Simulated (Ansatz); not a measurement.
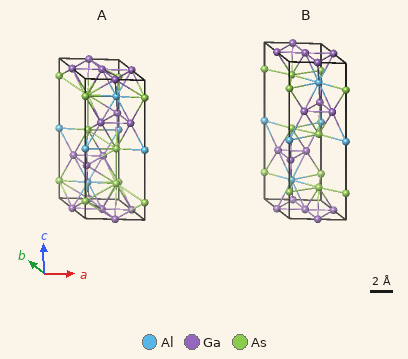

Two geometries of a crystal of AlGa$_{3}$As$_{2}$ (a generated structure, set up in R-3m), drawn at one scale. One is the start of a relaxation, the other its converged end. The picture is a ball-and-stick view of the conventional cell (3 times the calculation's cell), seen from a free direction. Lengths and directions refer to the drawn axes.

These are results of Ansatz 0.2.0, DFT PBE, scalar-relativistic, plane waves, PAW, not measurements. Set-up: plane-wave cutoff 420 eV; k-point mesh 12 × 12 × 12; occupations gaussian; smearing width 0.1 eV; no spin polarisation; cell and atoms relaxed; force threshold 0.01 eV/Å; at most 80 steps.

### Which geometry has the lower energy?

Structure B is the relaxed one. The largest moves relative to the cell, 0.71 Å, are those of As atoms. Ga and Al stay in place. The volume changes by +1.7 %, with a = b 5.459 → 5.200 Å (−4.7 %), c 13.889 → 15.575 Å (+12.1 %). Near-neighbour distances that change, for instance: As–As 3.462 → 5.304 Å, As–Ga 3.232 → 3.714 Å, As–As 3.361 → 3.004 Å, As–Ga 3.300 → 2.950 Å. Among the angles between lasting bonds that change: Ga–Al–Ga 121.7° → 128.6°, Al–Ga–Ga 119.2° → 115.7°, Al–Ga–Ga 60.8° → 64.3°. The space group stays R-3m (No. 166). After 12 accepted moves (14 points after the start) the energy has fallen by 0.236 eV per cell of the calculation. Largest force component: 0.17 eV/Å at the start, 0.0027 eV/Å at the end. The pressure goes from −1.88 to 0.03 GPa. At 2 points the geometry stayed and the basis and grid were re-selected for the new cell (energy shift of 4.2 meV per cell of the calculation at most each time).
